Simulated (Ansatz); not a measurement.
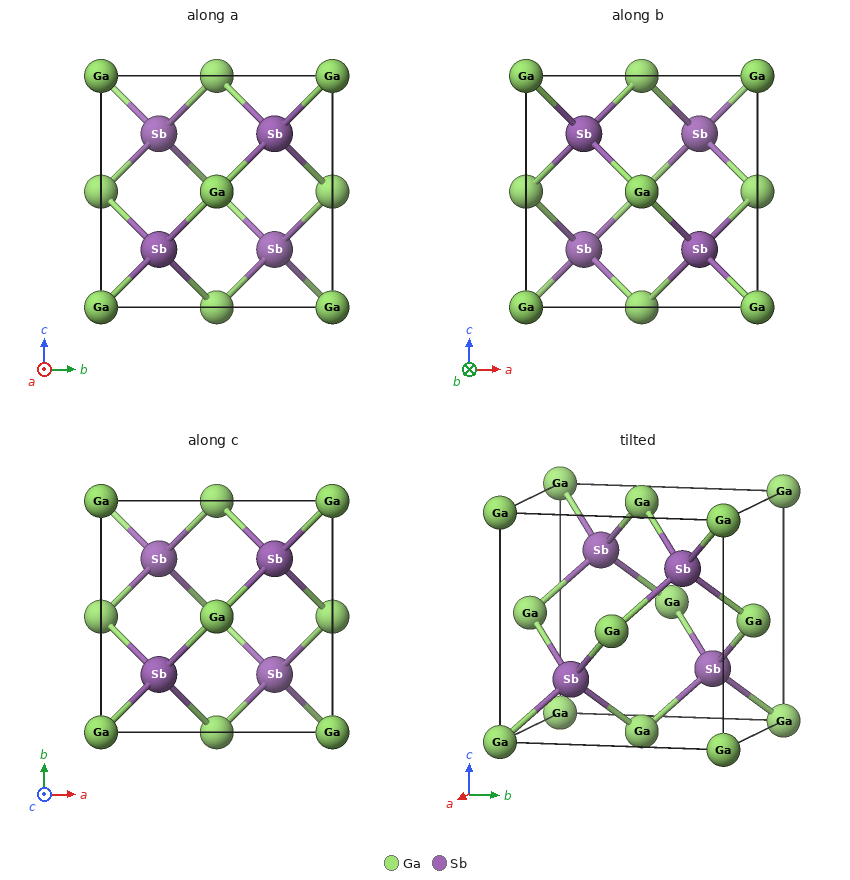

This ball-and-stick model is shown along the a axis, along the b axis, along the c axis and slightly off an axis. The conventional unit cell is outlined; an atom on or near a face, edge or corner is repeated at each equivalent position.

Lattice parameters: a = 6.2226 Å, b = 6.2226 Å, c = 6.2226 Å, α = 90.000°, β = 90.000°, γ = 90.000°.

**Write the structure as a CIF with its space group and independent sites.**

```cif
data_structure
_symmetry_space_group_name_H-M 'F -4 3 m'
_symmetry_Int_Tables_number 216
_cell_length_a 6.2226
_cell_length_b 6.2226
_cell_length_c 6.2226
_cell_angle_alpha 90.000
_cell_angle_beta 90.000
_cell_angle_gamma 90.000
_cell_volume 240.94
loop_
_atom_site_label
_atom_site_type_symbol
_atom_site_symmetry_multiplicity
_atom_site_Wyckoff_symbol
_atom_site_fract_x
_atom_site_fract_y
_atom_site_fract_z
_atom_site_occupancy
Ga1 Ga 4 a 0.0000 0.0000 0.0000 1
Sb1 Sb 4 d 0.2500 0.2500 0.7500 1
```

The structure was taken from a structure type filled with these elements by a generator (whether the compound takes this form wasn't checked). Earlier steps of the study, as a rule a relaxation of our own, may have changed the cell and positions, so they can lie some per cent off the listed ones. It was run through Ansatz as a DFT input.
